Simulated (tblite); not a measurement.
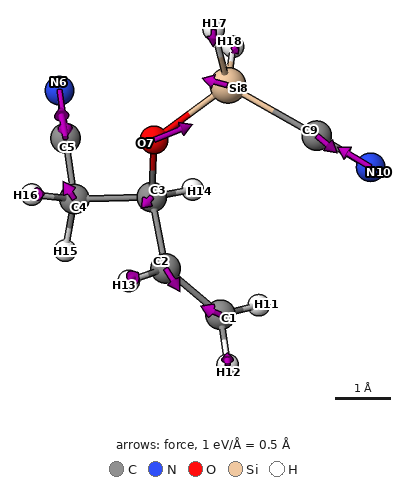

Starting geometry of C$_{6}$H$_{8}$N$_{2}$OSi with the computed forces as purple arrows. A ball-and-stick model, seen at a tilt.

Theory: GFN2-xTB geometry optimisation, gas phase in tblite 0.8.0. 

> Is this structure relaxed? If not, where do the atoms go?

It isn't relaxed: the largest force vector, on N6, is 2.37 eV/Å. The final displacements have little in common with the starting forces (cosine between the two patterns 0.25). The energy falls by 27.3 kJ/mol in 60 geometry steps. The atom that moves furthest after the best rigid fit is H17 (0.31 Å). Largest moves by element: H 0.31 Å, O 0.21 Å, N 0.13 Å, Si 0.10 Å, C 0.08 Å. Among the contacts that change: O7–Si8 1.678 → 1.616 Å, Si8–H17 1.482 → 1.451 Å, C2–H13 1.106 → 1.081 Å, C4–H16 1.117 → 1.093 Å. Bond angles that change, for instance: C3–O7–Si8 119.7° → 131.2°, H17–Si8–H18 107.5° → 119.0°, O7–Si8–H17 107.7° → 100.3°. Cost: 0.86 s on 1 thread of Arm Neoverse N1, on a shared host.
